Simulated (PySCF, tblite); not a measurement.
# C5H9BO: geometry, infrared bands and NMR shifts

What infrared bands and NMR shifts should C5H9BO (`C=C1CCBOC1`) show?

Programs: tblite 0.8.0 and PySCF 2.14.0, with density-fitted response routines of our own. Each step states its level of theory. These are calculated values for one molecule in the gas phase, unless marked as measured. Atoms are numbered from 0 throughout.

## 1. Starting geometry

16 atoms, charge 0, multiplicity 1; geometry from: force field or distance geometry start.

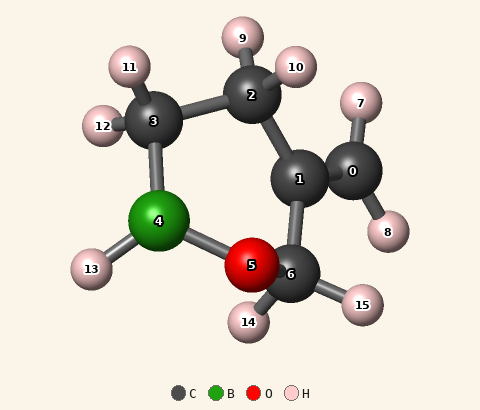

As it starts; carbon dark grey, boron green, oxygen red, hydrogen pink, atoms numbered.

## 2. Optimising the geometry with GFN2-xTB

The job: settings as JSON, then the geometry in Å.

```
{"job": {"kind": "relax", "xc": "GFN2-xTB", "basis": "xTB"}, "charge": 0, "multiplicity": 1}
C      2.153200    -0.187700    -0.406400
C      0.885000    -0.126800     0.051000
C      0.149900     1.181800     0.141800
C     -1.345900     1.012900    -0.229500
B     -1.912300    -0.348200     0.425300
O     -0.989100    -1.106200     1.278400
C      0.196600    -1.392300     0.547500
H      2.659200     0.717100    -0.740600
H      2.683000    -1.132700    -0.451000
H      0.581500     1.940200    -0.540900
H      0.221100     1.573200     1.174600
H     -1.938400     1.867300     0.150700
H     -1.458800     0.945500    -1.314800
H     -2.753700    -0.932200    -0.165500
H     -0.022500    -2.066100    -0.304000
H      0.883600    -1.936800     1.244200
```

Started as:

```console
$ OMP_NUM_THREADS=1 python probes_run.py task.json out
```

One launch serves the whole session: the jobs run in the order shown.

**Question.** This job is followed by: GFN2-xTB harmonic vibrations, gas phase; GIAO PBE0/pcSseg-1 NMR shielding, non-relativistic, gas phase. What will the session give for the following? strongest single infrared mode (GFN2-xTB); zero-point energy (GFN2-xTB); 13C shifts against TMS (PBE0/pcSseg-1); 1H shifts against TMS (PBE0/pcSseg-1, means over atoms taken as alike); 11B shifts against BF3·OEt2 (PBE0/pcSseg-1); 17O shifts against H2O (PBE0/pcSseg-1); surface potential, least and greatest.

**Answer**, as computed:

```
                                                              quantity                                   value
                             strongest single infrared mode (GFN2-xTB)                   2606 cm⁻¹, 195 km/mol
                                          zero-point energy (GFN2-xTB)                           82.7 kcal/mol
                                13C shifts against TMS (PBE0/pcSseg-1)      156.5, 115.4, 74.3, 32.3, 24.3 ppm
1H shifts against TMS (PBE0/pcSseg-1, means over atoms taken as alike)  5.34, 5.22, 5.17, 4.91, 2.32, 1.19 ppm
                           11B shifts against BF3·OEt2 (PBE0/pcSseg-1)                                45.8 ppm
                                17O shifts against H2O (PBE0/pcSseg-1)                               210.3 ppm
                                 surface potential, least and greatest                      -1.25 V and 0.86 V
```

**Reading.** Relaxing lowered the energy by 1.213 eV in 85 steps; the close pair that moved most is B4–O5, from 1.468 to 1.325 Å. No mode is imaginary among the 42: a minimum at this level. The strongest single mode, at 2606 cm⁻¹, moves mainly H13. GFN2-xTB is a fitted tight-binding method: band positions and strengths are rough. Its intensities can rank the bands wrongly. The most deshielded carbon is C1 (fully substituted alkene carbon), at 156.5 ppm: as expected for a trigonal carbon in a double bond. At PBE0/pcSseg-1: Shielding is most anisotropic at O5 (span 414 ppm, paramagnetic term -265 ppm).
